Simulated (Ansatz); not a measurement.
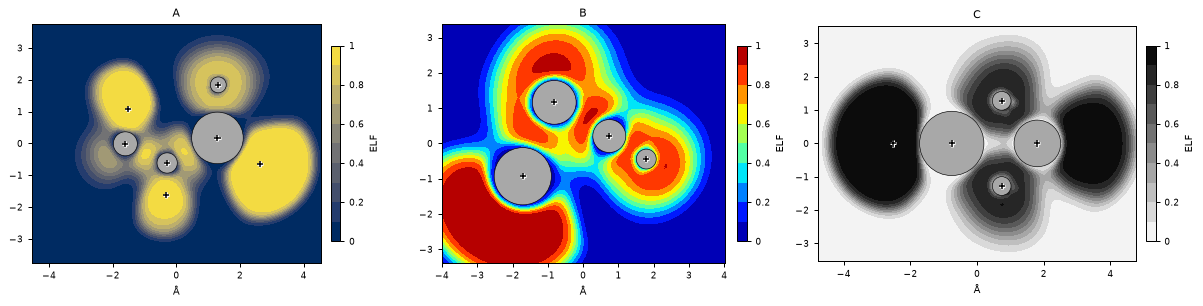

The electron localisation function of 3 systems, each on a plane through atoms (crosses mark nuclei in the plane; grey discs cover the cores).

Level of theory: Ansatz, isolated molecule in a Gaussian basis; Kohn-Sham density functional theory, functional PBE0.

System 1: AlBOP (charge −1), the molecular plane. Geometry: PBE0-D3(BJ)/def2-SVPD.

| atom | x (Å) | y (Å) | z (Å) |
| --- | --- | --- | --- |
| Al | -0.2389 | 2.4300 | 0.1183 |
| B | -0.6375 | 1.7413 | -2.4637 |
| O | -1.6488 | 2.0543 | -3.0983 |
| P | 0.8554 | 1.2837 | -1.5142 |

System 2: CH5AlFN (SMILES C[NH][AlH][F]), the plane of atoms F3, Al2 and N4. Geometry: PBE0-D3(BJ)/def2-SVP.

```xyz
9

C     2.1218   -3.1961   -0.8032
Al    1.1331   -1.3016   -2.7643
F    -0.2082   -2.2101   -3.1616
N     2.2219   -1.9546   -1.5374
H     1.2192   -3.7447   -1.1121
H     2.9830   -3.8661   -0.9806
H     2.0465   -3.0399    0.2886
H     3.0453   -1.4183   -1.2796
H     1.3942    0.0800   -3.4705
```

System 3: HMgO2Si (charge −1), the molecular plane. Geometry: r2SCAN-D4/def2-SVPD.

| atom | x (Å) | y (Å) | z (Å) |
| --- | --- | --- | --- |
| Mg | 0.0713 | 0.4276 | -0.4397 |
| O | 0.8360 | -0.9234 | 0.7714 |
| O | -1.3920 | -0.8890 | -0.4819 |
| Si | -0.5278 | -1.8596 | 0.5627 |
| H | 0.4815 | 1.9937 | -1.1258 |

> Match each panel to its system.

Panel A is system 2, CH5AlFN: the plane holds C, Al, F, N and H. C–N (1.45 Å): the ELF peaks at about 0.90 between the atoms, as expected for localised, covalent bonding. Panel B is system 1, AlBOP: the plane holds Al, B, O and P. B–O (1.23 Å): the ELF peaks at about 0.85 between the atoms (a short, strongly polar bond). Panel C is system 3, HMgO2Si: the plane holds Mg, O, Si and H. Si–O (1.67 Å): the ELF peaks at about 0.85 between the atoms; a polar covalent bond.
